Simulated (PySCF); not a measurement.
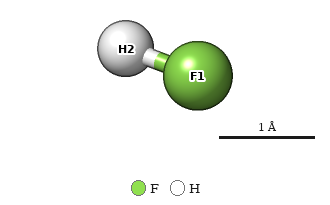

*The structure as given in the input (ball-and-stick view, seen at a tilt; atoms are numbered from 1 in the order of the input).*

Bond lengths as drawn: F–H 0.92 Å.

Excited-state calculation of HF

The run: excited-state calculation of HF (hydrofluoric acid), SMILES F. Method and program: TDDFT LDA/def2-SVPD, vertical, gas phase, core orbitals frozen in the response (PySCF 2.14.0).

The geometry comes from this level: PBE0-D3(BJ)/def2-SVP.

### Log
```
coarse grid: 1712 points
cycle   1  E = -99.6952724214  dE = -1.072e-02  |g| = 4.427e-01  |ddm| = 9.933e-01
cycle   2  E = -99.5935905078  dE =  1.017e-01  |g| = 9.234e-01  |ddm| = 7.298e-01
cycle   3  E = -99.7301569692  dE = -1.366e-01  |g| = 2.455e-02  |ddm| = 4.714e-01
cycle   4  E = -99.7302654166  dE = -1.084e-04  |g| = 5.618e-03  |ddm| = 2.167e-02
cycle   5  E = -99.7302697710  dE = -4.354e-06  |g| = 1.006e-03  |ddm| = 2.497e-03
final grid: 16976 points
cycle   6  E = -99.7276123987  dE = -1.941e-05  |g| = 2.973e-03  |ddm| = 1.185e-02
cycle   7  E = -99.7276100203  dE =  2.378e-06  |g| = 5.038e-03  |ddm| = 4.193e-03
cycle   8  E = -99.7276140612  dE = -4.041e-06  |g| = 3.577e-04  |ddm| = 2.718e-03
cycle   9  E = -99.7276140831  dE = -2.194e-08  |g| = 2.125e-05  |ddm| = 2.453e-04
cycle  10  E = -99.7276140832  dE = -7.870e-11  |g| = 3.373e-06  |ddm| = 1.425e-05
```

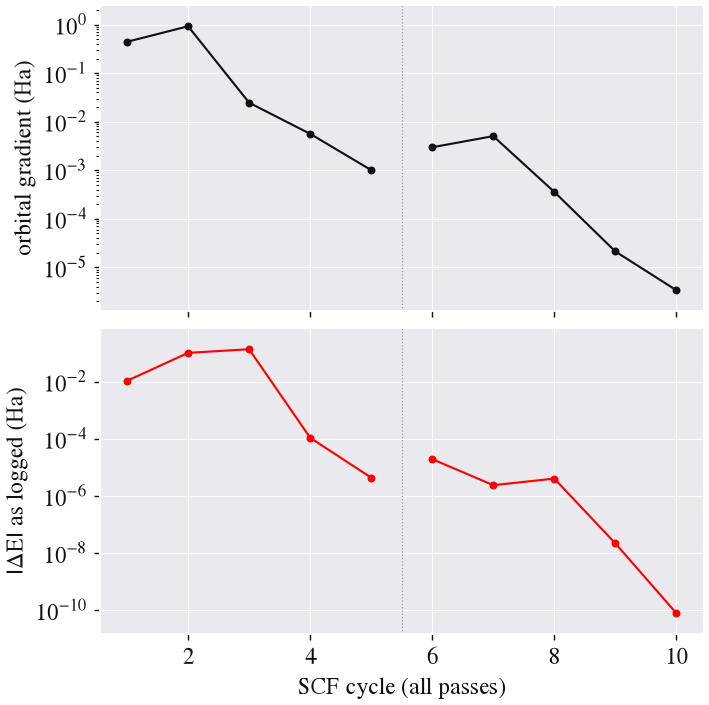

*Convergence of the self-consistent field: orbital gradient and size of the energy change against the SCF cycle. The dotted line marks the change from a coarse to the final integration grid.*

The first 5 cycles use a coarse grid, the final grid takes over at cycle 6, and the field converges after 10 cycles in all.

```
converged SCF energy = -99.7276140832

Static polarisability (au): isotropic 5.876, principal 5.425 5.425 6.779

Singlet excitations
state   eV       nm        f      main configurations
  1   9.6531    128.4   0.03381   H->L 0.99
  2   9.6531    128.4   0.03381   H-1->L 0.99
  3  13.5471     91.5   0.13691   H-2->L 0.83
  4  13.6662     90.7   0.00000   H->L+2 0.34, H-1->L+1 0.34, H->L+1 0.16
  5  13.6662     90.7   0.00000   H->L+1 0.34, H-1->L+2 0.34, H-1->L+1 0.16
  6  13.6872     90.6   0.00000   H-1->L+2 0.50, H->L+1 0.50
  7  13.7211     90.4   0.02224   H->L+3 0.98
  8  13.7212     90.4   0.02224   H-1->L+3 0.98
  9  15.1750     81.7   0.01184   H-1->L+1 0.35, H->L+2 0.35, H-2->L 0.12
 10  15.4626     80.2   0.07911   H->L+4 1.00

Triplet excitations (Tamm-Dancoff, eV): 9.2415 9.2415 12.5809 13.1382
Vertical ionisation energy (delta-SCF) = 16.8719 eV
```

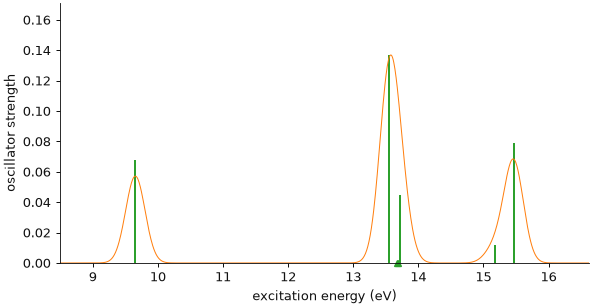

*Computed excitations as sticks (degenerate states added up, dark ones marked on the axis), with a Gaussian envelope of 0.35 eV full width at half maximum, scaled to the tallest.*

Of the 10 states the lowest lies at 9.65 eV (f = 0.034); the strongest line is at 13.55 eV, or 92 nm (f = 0.137).

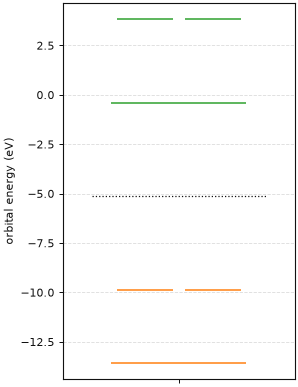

*Orbital energies near the frontier; the dotted line parts filled from empty levels, and levels within 0.02 eV of each other stand side by side.*

Highest filled −9.87 eV, lowest empty −0.39 eV, 9.48 eV apart.

This output came from the following input.

### The input
```
{"job": {"kind": "uv", "xc": "LDA", "basis": "def2-SVPD", "ip": true}, "charge": 0, "multiplicity": 1}
F     -0.413619    -0.191150     0.039208
H      0.431104     0.162330    -0.051338
```

The first line tells a small driver script what to run in PySCF; the rest is the geometry in Å.

Command:
```bash
OMP_NUM_THREADS=1 python <driver script> task.json out
```

### Summary

```json
{"quantity": "outcome", "value": "converged"}
{"quantity": "total energy", "value": "−99.727614 hartree"}
{"quantity": "HOMO", "value": "−9.87 eV"}
{"quantity": "LUMO", "value": "−0.39 eV"}
{"quantity": "dipole moment", "value": "1.82 D"}
{"quantity": "mean polarisability", "value": "5.88 a.u."}
{"quantity": "vertical ionisation energy", "value": "16.87 eV"}
{"quantity": "lowest singlet excitation", "value": "9.65 eV"}
{"quantity": "hardware", "value": "1 CPU thread, shared host"}
{"quantity": "peak memory", "value": "0.26 GiB"}
```
